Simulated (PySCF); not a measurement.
**AlO (oxoaluminum): UCCSD(T)/STO-3G**

What is the vertical ionisation energy of AlO (oxoaluminum) at UCCSD(T)/STO-3G? Input form: a Python script.

The calculation is run with PySCF 2.14.0.

33 further runs of the same task are left out: 8 that didn't finish, 25 set aside as unsound or not needed.

## (1) The system as given

The species is AlO (2 atoms), meant as a doublet with charge 0. SMILES: `[O]=[Al]`. Geometry: a GFN2-xTB relaxation, a rough one for these elements and not checked as a minimum.

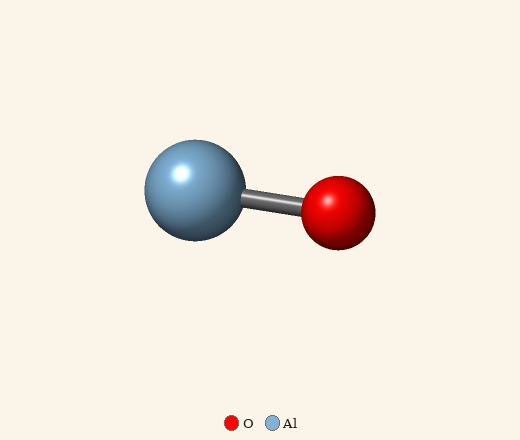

Viewed from a chosen angle; oxygen red, aluminium light blue.

## (2) The energy at UCCSD(T)/STO-3G

File calc.py:

```python
# oxoaluminum
from pyscf import gto, scf, cc

system = gto.M(
    atom='''
O      0.000000     0.000000     0.000000
Al     0.000000     0.000000     2.966965
''',
    spin=1,
    unit='bohr',
    basis='sto-3g',
    charge=0,
    verbose=3,
    max_memory=1860,
)

calc0 = scf.UHF(system)
calc0.conv_tol = 1e-10
calc0.kernel()
if not calc0.converged:
    calc0 = calc0.newton().run(calc0.mo_coeff, calc0.mo_occ)

mycc = cc.CCSD(calc0, frozen=6)
mycc.kernel()
e_t = mycc.ccsd_t()
energy = mycc.e_tot + e_t
print('E(%s) = %.9f' % ('CCSD(T)', energy))
```

On the command line:

```bash
$ OMP_NUM_THREADS=1 python calc.py
```

The log of the run:

```text
converged SCF energy = -312.77049257177  <S^2> = 0.77228712  2S+1 = 2.0221643
E(UCCSD) = -312.8582932057428  E_corr = -0.08780063397287616
UCCSD(T) correction = -0.00858770655299273
E(CCSD(T)) = -312.866880912
```

Run time: 0.85 s. Hardware: 1 thread of Arm Neoverse V1, shared host; peak memory 0.1 GiB.

## (3) The singlet cation at the same level

File run.py:

```python
from pyscf import gto, cc

mol = gto.M(
    atom='''
O      0.000000     0.000000     0.000000
Al     0.000000     0.000000     2.966965
''',
    unit='bohr',
    max_memory=1860,
    basis='sto-3g',
    spin=0,
    charge=1,
    verbose=3,
)

mf = mol.RHF()
mf.conv_tol = 1e-10
mf.kernel()
if not mf.converged:
    mf = mf.newton().run(mf.mo_coeff, mf.mo_occ)

mycc = cc.CCSD(mf, frozen=6)
mycc.kernel()
e_t = mycc.ccsd_t()
e_tot = mycc.e_tot + e_t
print('Final energy', e_tot)
```

On the command line:

```bash
$ OMP_NUM_THREADS=1 python run.py
```

The log of the run:

```text
converged SCF energy = -312.541089140105
E(CCSD) = -312.6786321959657  E_corr = -0.137543055861154
CCSD(T) correction = -0.00986106960901969
Final energy -312.6884932655747
```

Run time: 0.87 s. Hardware: 1 thread of Arm Neoverse V1, shared host; peak memory 0.12 GiB.

## (4) Outcome

Level: UCCSD(T)/STO-3G, 6 core orbitals frozen.

| quantity | value |
| --- | --- |
| doublet AlO: total energy | -312.86688 Eh |
| doublet AlO: dipole moment (Hartree–Fock density) | 1.87 D |
| doublet AlO: HOMO energy (Hartree–Fock orbitals) (highest over α and β) | -5.45 eV |
| doublet AlO: LUMO energy (Hartree–Fock orbitals) (lowest over α and β) | 8.42 eV |
| doublet AlO: correlation energy (6 core orbitals frozen) | -96.4 mEh |
| doublet AlO: (T) correction | -8.59 mEh |
| doublet AlO: ⟨S²⟩ of the reference determinant | 0.772 |
| doublet AlO: T1 diagnostic | 0.087 |
| singlet cation: total energy | -312.68849 Eh |
| singlet cation: HOMO energy (Hartree–Fock orbitals) | -16.86 eV |
| singlet cation: LUMO energy (Hartree–Fock orbitals) | -5.20 eV |
| singlet cation: HOMO–LUMO gap (Hartree–Fock orbitals) | 11.66 eV |
| singlet cation: correlation energy (6 core orbitals frozen) | -147.4 mEh |
| singlet cation: (T) correction | -9.86 mEh |
| singlet cation: T1 diagnostic | 0.073 |
| vertical ionisation energy (to the singlet cation) | 4.854 eV |

In words: The vertical ionisation energy comes to 4.85 eV (468 kJ/mol). Only the singlet of the ionised species was computed; a triplet could lie lower. In a minimal basis such a difference can be off by several eV, whatever the method. The T1 diagnostic (doublet AlO) of 0.087 is above the customary mark for such species, so a single reference may not serve. The triples (doublet AlO) make up 8.9 % of the correlation energy. The T1 diagnostic (singlet cation) of 0.073 is above the customary mark for such species, so a single reference may not serve.
